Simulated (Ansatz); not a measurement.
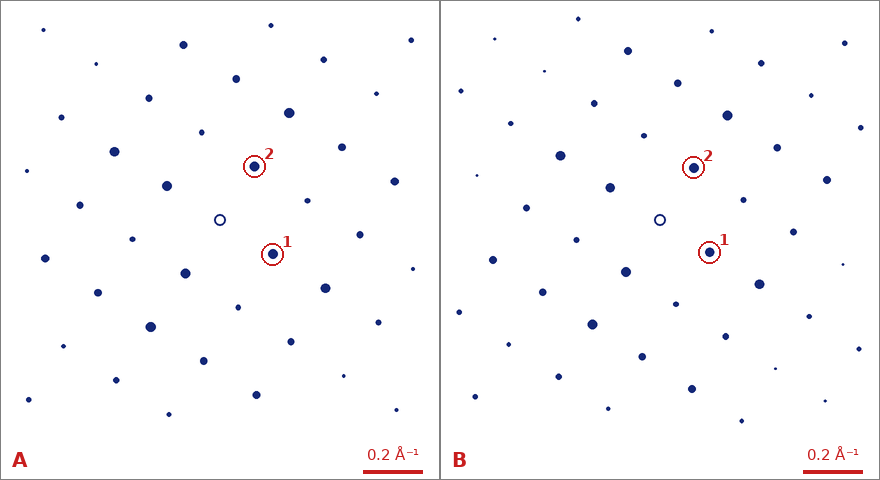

Kinematic electron diffraction patterns (120 kV, B = 0.5 Å², same scale) along [110] of the run's own cell, for the start and the end of one relaxation of WS3 with DFT PBEsol, scalar-relativistic, plane waves, PAW in Ansatz. k mesh 6×6×8. The start is a generated model structure, and the relaxation ends in the nearest stationary point of its symmetry, not necessarily the ground state. Spot 1 is 0 0 -1 and spot 2 is -1 1 0 in both.

Start structure:

```yaml
crystal:
  lattice:
    - [6.68191, 0.00000, 0.00000]
    - [0.00000, 6.68191, 0.00000]
    - [0.00000, 0.00000, 4.95785]
  atoms:
    - { symbol: W, position: [0.50000, 0.00000, 0.93360] }
    - { symbol: W, position: [0.00000, 0.50000, 0.06640] }
    - { symbol: S, position: [0.25000, 0.75000, 0.00000] }
    - { symbol: S, position: [0.75000, 0.75000, 0.00000] }
    - { symbol: S, position: [0.75000, 0.25000, 0.00000] }
    - { symbol: S, position: [0.25000, 0.25000, 0.00000] }
    - { symbol: S, position: [0.50000, 0.00000, 0.49400] }
    - { symbol: S, position: [0.00000, 0.50000, 0.50600] }
```

**Which pattern belongs to the start structure, and which to the relaxed one?**

B is the start: its cell gives d(1) = 4.958 Å, d(2) = 4.725 Å and an angle of 90.0°. A is the relaxed structure, with d(1) = 4.675 Å (-5.7 %), d(2) = 4.616 Å (-2.3 %) and 90.0°.

**Summarise the relaxation behind the change.**

The volume changed by -10.0 % to 24.91 Å³ an atom; with the mean shift removed, the atoms moved by up to 0.09 Å relative to the cell (W most); the space group stayed P4/nmm (No. 129); the free energy fell by 54 meV an atom. Relaxed cell: a = 6.528 Å, b = 6.528 Å, c = 4.675 Å, α = 90.00°, β = 90.00°, γ = 90.00°.
